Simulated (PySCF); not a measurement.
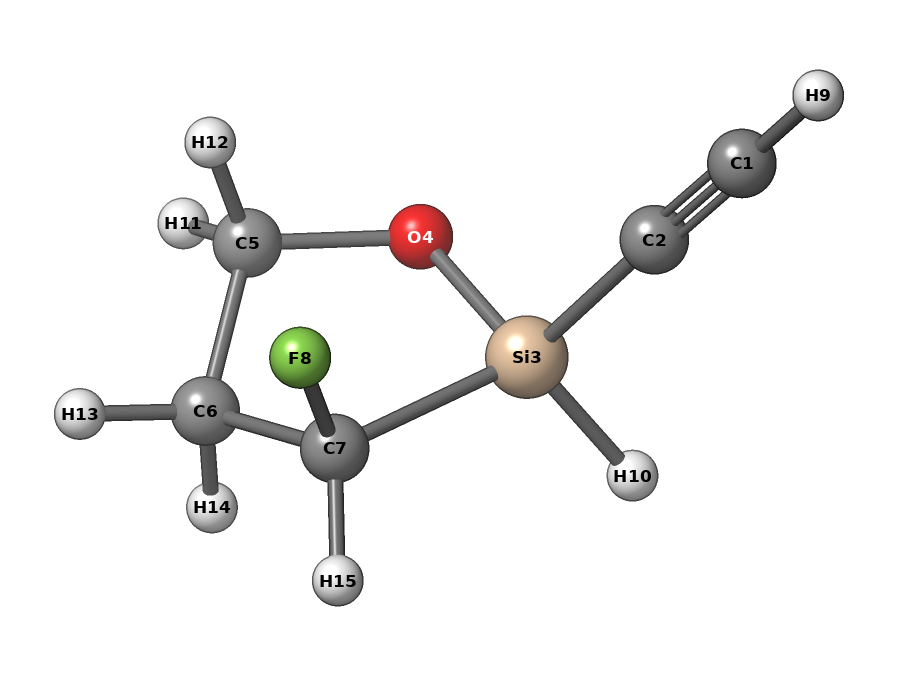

Computed geometry: PBE0-D3(BJ)/def2-SVP optimisation. No frequency run is at hand to confirm it as a minimum. Electric field gradients from the ground-state density, PBE0/pcSseg-1 (PySCF 2.14.0), non-relativistic apart from any core potentials.

Give the largest field-gradient component, the quadrupole coupling constant and the asymmetry for 17O at O4 (Q = −25.6 mb), 2H at H9 (Q = 2.86 mb), 2H at H10 (Q = 2.86 mb).

```tsv
atom	V_zz (a.u.)	e²qQ/h (MHz)	η
O4	1.691	−10.17	0.47
H9	0.337	0.226	0.01
H10	0.140	0.094	0.01
```
